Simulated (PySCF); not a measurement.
## Electronic structure of C7H9B2F (SMILES C=CC1=CBC(F)=CB1C) in real space

The calculation's input:

```
{"job": {"kind": "nmr", "xc": "PBE0", "basis": "pcSseg-1"}, "charge": 0, "multiplicity": 1}
C     -2.342155     1.508325     0.068198
C     -1.853923     0.560701    -0.729162
C     -0.641138    -0.196811    -0.471209
C     -0.418996    -1.346229    -1.169081
B      0.721393    -2.317214    -0.829487
C      1.638500    -1.909537     0.357644
F      2.607401    -2.779655     0.767828
C      1.486834    -0.765717     1.044700
B      0.521951     0.294087     0.463495
C      0.906064     1.815537     0.618445
H     -3.265690     2.015563    -0.155727
H     -1.844299     1.797885     0.977327
H     -2.410912     0.277005    -1.616157
H     -1.147506    -1.610954    -1.931803
H      0.837811    -3.356262    -1.353100
H      2.146576    -0.568894     1.882112
H      0.348189     2.490211    -0.025020
H      1.967847     1.981443     0.441647
H      0.732249     2.119766     1.651889
```

Run with:

```sh
OMP_NUM_THREADS=1 python probes_run.py task.json out
```

Geometry: GFN2-xTB.

Theory: PySCF 2.14.0, PBE0/pcSseg-1, SCF density, gas phase, non-relativistic.

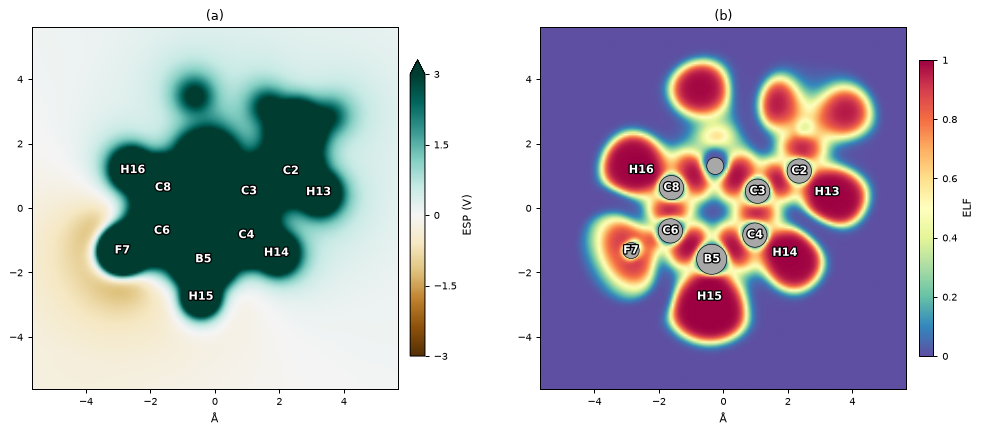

Figure 1. (a) electrostatic potential; (b) electron localisation function on the plane of atoms C3, C4 and B5. Grey discs cover the atomic cores in the ELF map.

Q: Read the bonding off the picture.

A: The section cuts through C, B, F and H sites.
C–C (1.34 Å): the ELF peaks at about 0.95 between the atoms: a short, multiple covalent bond.
C–F (1.37 Å): the ELF peaks at about 0.85 between the atoms; a shared but strongly polarised pair.
C–B (1.54 Å): the ELF peaks at about 1 between the atoms; a covalent bond.
C–H (1.09 Å): the ELF climbs to about 1 towards the hydrogen, as it does in any bond to H: a covalent bond by its length.
C–C (1.45 Å): the ELF peaks at about 0.95 between the atoms (a covalent bond).
The ELF also peaks beside F7, away from the bonds: lone-pair regions.
Outside the dense part of the molecule the potential is most negative (−1.2 V) near F7.

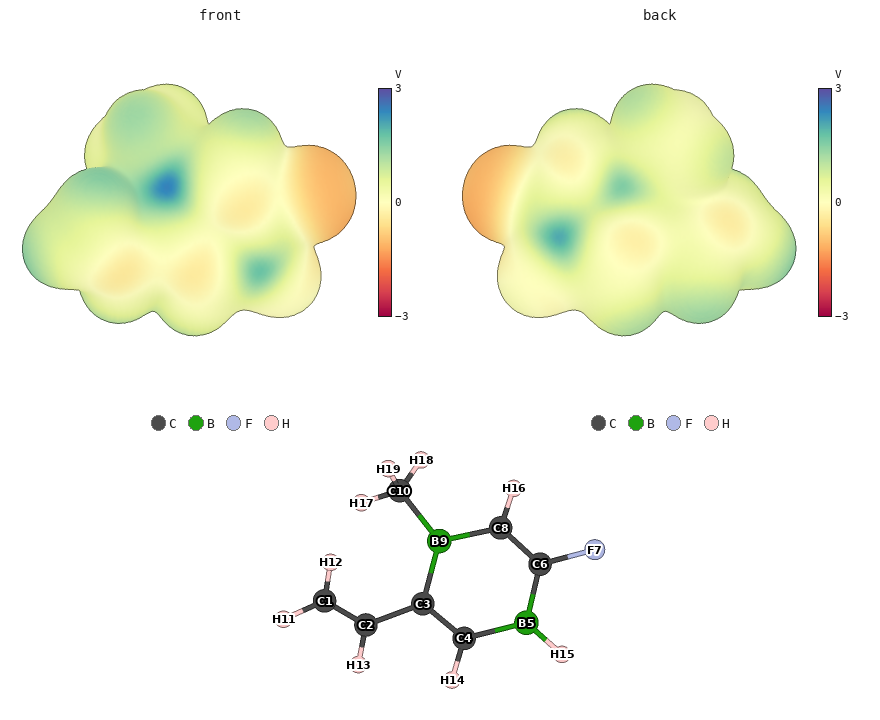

Figure 2. The electrostatic potential painted on the density surface at 0.004 e/bohr³, seen from the front and from behind; the colour scale runs from red (negative) to blue (positive). The bare structure is drawn below in the same view.

Q: Describe the electrostatic potential map.

A: The most negative region (about −1.1 V) lies over F7, the most positive (about +2.1 V) over B5 and B9.

Q: How polar is the molecule by this calculation?

A: Its dipole moment is 2.94 D.

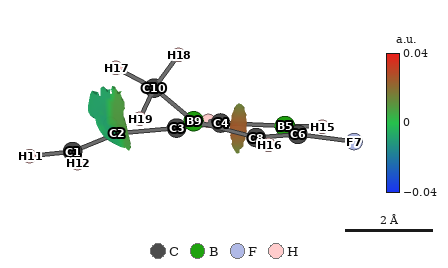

Figure 3. Non-covalent interaction (NCI) plot: the surface where the reduced density gradient is 0.5, for densities under 0.05 a.u., coloured by sign(λ₂)ρ; seen from one side.

Q: Identify the weak interactions.

A: Between H12 and C1 on one side and C10 and H17 on the other: a weak contact, attractive (blue-green) on one side and crowded (olive to red) on the other; inside the ring or cage of C3, C4, B5, C6, C8 and B9: steric crowding (red).
